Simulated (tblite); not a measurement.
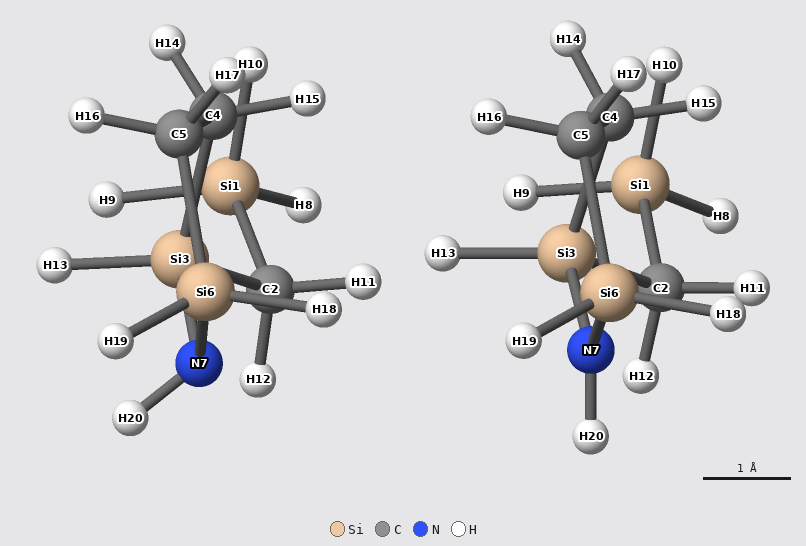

Two geometries of C₃H₁₃NSi₃, drawn at one scale. One is the start of a relaxation, the other its converged end. The picture is a ball-and-stick view, seen from a free direction.

Theory: GFN2-xTB geometry optimisation, gas phase in tblite 0.8.0. 

Question: Which geometry has the lower energy?

Answer: The right one is the relaxed one. The largest move after the best rigid fit is that of H20, 0.70 Å. By element the largest moves are H 0.70 Å, N 0.22 Å, Si 0.20 Å, C 0.16 Å. Near-neighbour distances that change, for instance: C2–Si3 1.821 → 1.895 Å, Si1–C2 1.846 → 1.893 Å, Si1–H10 1.489 → 1.464 Å, C5–Si6 1.880 → 1.900 Å. Among the angles between lasting bonds that change: Si3–N7–H20 109.5° → 121.4°, Si3–N7–Si6 107.1° → 117.7°, C5–Si6–N7 106.0° → 96.8°. After 67 geometry steps the energy has fallen by 0.496 eV. Cost: 0.55 s on 1 thread of Intel(R) Xeon(R) 6975P-C, on a shared host.
